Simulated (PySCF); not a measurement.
**C6H19N3Si, SMILES `CN(C)[SiH](N(C)C)N(C)C`: what the electrons do**

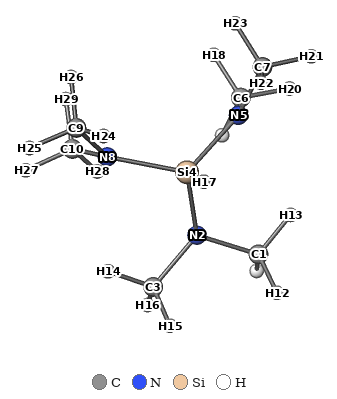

The molecule, with its atoms numbered as below. No frequency check shows the geometry to be a minimum.

Cartesian coordinates (Å):

```
C1       1.3559   -2.3075    0.2073
N2       0.1127   -1.5873    0.0985
C3      -1.0246   -2.4692    0.1658
Si4     -0.0056    0.0590    0.5882
N5       1.4398    0.8114    0.0064
C6       1.8881    0.6563   -1.3553
C7       1.9764    1.9962    0.6210
N8      -1.5371    0.6066   -0.0029
C9      -2.2644    1.6705    0.6360
C10     -1.9289    0.4312   -1.3795
H11      1.4657   -2.9975   -0.6361
H12      1.3978   -2.8960    1.1324
H13      2.1842   -1.6074    0.2060
H14     -1.9396   -1.8885    0.1278
H15     -1.0220   -3.0559    1.0932
H16     -1.0070   -3.1697   -0.6758
H17     -0.0287    0.3261    2.0323
H18      1.5943    1.5130   -1.9763
H19      1.4579   -0.2448   -1.7819
H20      2.9807    0.5783   -1.3868
H21      3.0707    1.9615    0.6111
H22      1.6378    2.0618    1.6507
H23      1.6624    2.9066    0.0928
H24     -1.9609    1.7508    1.6755
H25     -3.3396    1.4664    0.5974
H26     -2.0866    2.6374    0.1459
H27     -2.9961    0.1893   -1.4407
H28     -1.3577   -0.3792   -1.8221
H29     -1.7570    1.3431   -1.9669
```

### 1. Bonding charge

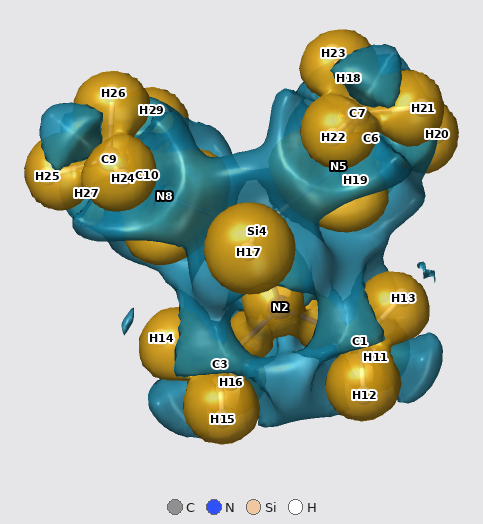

Deformation density (molecule less spherical, spin-averaged free atoms at the same positions), surfaces at ±0.04 e/Å³; yellow: gain, teal: loss.

Computed with PySCF, BLYP/cc-pVDZ, geometry: GFN2-xTB.

> Describe the bonding that the map shows.

The five largest and four smallest: C3–H14: +0.68 e/Å³ at the bond critical point (bond length 1.08 Å, Mayer order 1.0). C1–H13: +0.68 e/Å³ at the bond critical point (bond length 1.08 Å, Mayer order 1.0). C6–H19: +0.67 e/Å³ at the bond critical point (bond length 1.09 Å, Mayer order 1.0). C10–H28: +0.67 e/Å³ at the bond critical point (bond length 1.09 Å, Mayer order 1.0). C9–H24: +0.67 e/Å³ at the bond critical point (bond length 1.09 Å, Mayer order 1.0). Si4–H17: +0.15 e/Å³ at the bond critical point (bond length 1.47 Å, Mayer order 0.9). N2–Si4: +0.06 e/Å³ at the bond critical point (bond length 1.72 Å, Mayer order 1.1); up to 0.6 Å beside the axis the gain reaches +0.38 e/Å³. Si4–N5: +0.06 e/Å³ at the bond critical point (bond length 1.73 Å, Mayer order 1.1); up to 0.6 Å beside the axis the gain reaches +0.38 e/Å³. Si4–N8: +0.06 e/Å³ at the bond critical point (bond length 1.73 Å, Mayer order 1.1); up to 0.6 Å beside the axis the gain reaches +0.38 e/Å³. In all, 5.7 electrons gather in the regions of gain relative to the promolecule. A small or negative value marks a very polar bond, one between electron-rich atoms, whose free-atom densities already overlap strongly, a long bond to a heavier atom, or a closed-shell contact such as a hydrogen bond.

> Where do the Hirshfeld charges lie?

The highest Hirshfeld charge is on Si4 (+0.40 e), the lowest on N5 (−0.15 e).

| atom | charge (e) |
| --- | --- |
| C1 | −0.05 |
| N2 | −0.14 |
| C3 | −0.05 |
| Si4 | +0.40 |
| N5 | −0.15 |
| C6 | −0.05 |
| C7 | −0.05 |
| N8 | −0.15 |
| C9 | −0.05 |
| C10 | −0.05 |
| H11 | +0.02 |
| H12 | +0.02 |
| H13 | +0.03 |
| H14 | +0.03 |
| H15 | +0.02 |
| H16 | +0.02 |
| H17 | −0.10 |
| H18 | +0.02 |
| H19 | +0.03 |
| H20 | +0.02 |
| H21 | +0.02 |
| H22 | +0.03 |
| H23 | +0.02 |
| H24 | +0.03 |
| H25 | +0.02 |
| H26 | +0.02 |
| H27 | +0.02 |
| H28 | +0.03 |
| H29 | +0.02 |

### 2. Local ionisation energy

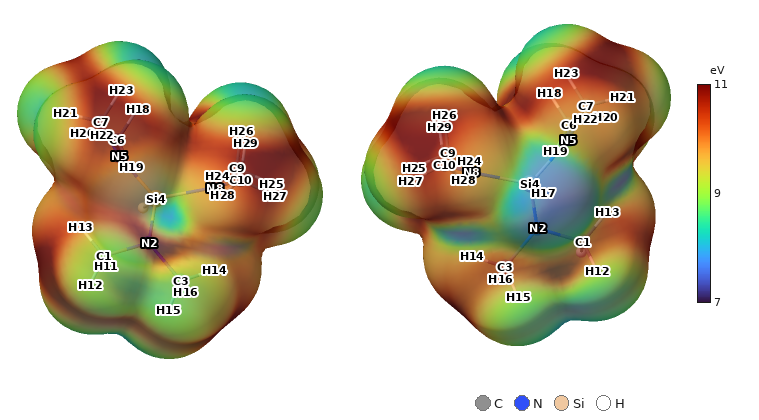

Average local ionisation energy on the surface of electron density 0.001 a.u. (back view left, front view right).

> Locate the minima of the map.

The lowest value is 7.7 eV, 1.5 Å from H17. Further minima include 7.8 eV, 1.7 Å from H13; 7.9 eV, near H12 (1.60 Å) and H15 (1.67 Å); 8.1 eV, near H19 (1.79 Å) and H28 (2.01 Å). For comparison, the highest occupied orbital lies at −4.2 eV.

> What volume does the surface enclose, and what is the dipole moment?

About 242 Å³; the dipole moment is 0.5 D.

### 3. In an electric field

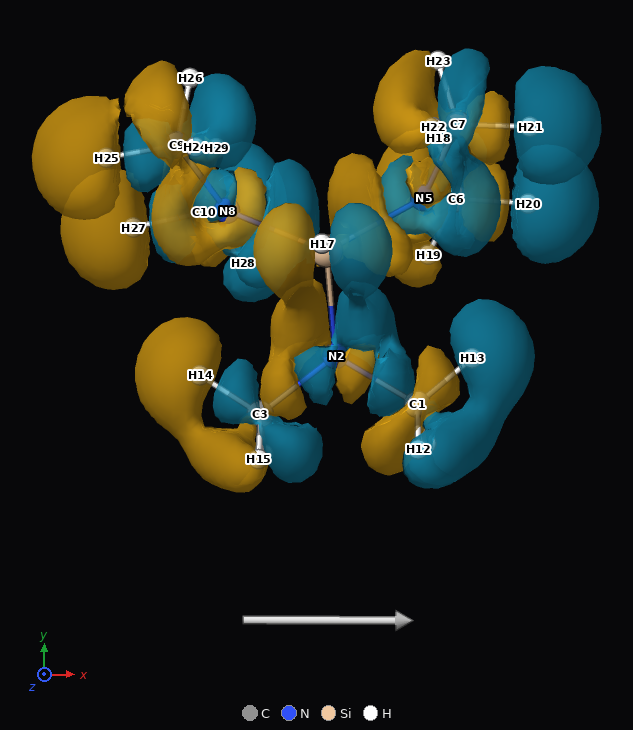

Change of the electron density in a uniform field of 0.51 V/Å along +x (arrow), surfaces at ±0.003 e/Å³ (yellow: gain, teal: loss).

Level of theory: BLYP/6-31G* (PySCF), at a geometry from GFN2-xTB. A basis without diffuse functions makes polarisabilities too small.

The field was applied in both directions; the picture shows the one opposite to the script's first.

> What dipole is induced, and what polarisability does it imply?

The induced dipole is 2.87 D (along the field); α along this axis, from the fields in both directions, is 113 bohr³ (16.8 Å³).

### 4. Localised orbitals

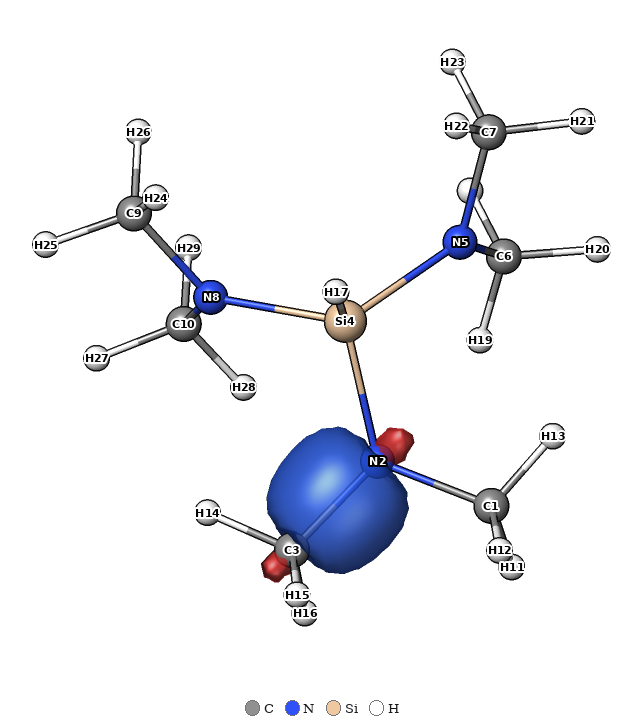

Intrinsic bond orbitals (IBO), occupied; each surface holds about 80 % of the orbital's density. Energies are diagonal elements of the Fock matrix.

Computed with PySCF, CAM-B3LYP/def2-SVP, geometry: GFN2-xTB.

> What does this orbital represent?

σ bond N2–C3 (N2 57 %, C3 43 %; −18.7 eV).

The PySCF runs shown took 120 s, 3.6 min and 84 s on 1 thread of Intel(R) Xeon(R) Platinum 8259CL CPU @ 2.50GHz (Skylake/Cascade Lake), on a shared host.
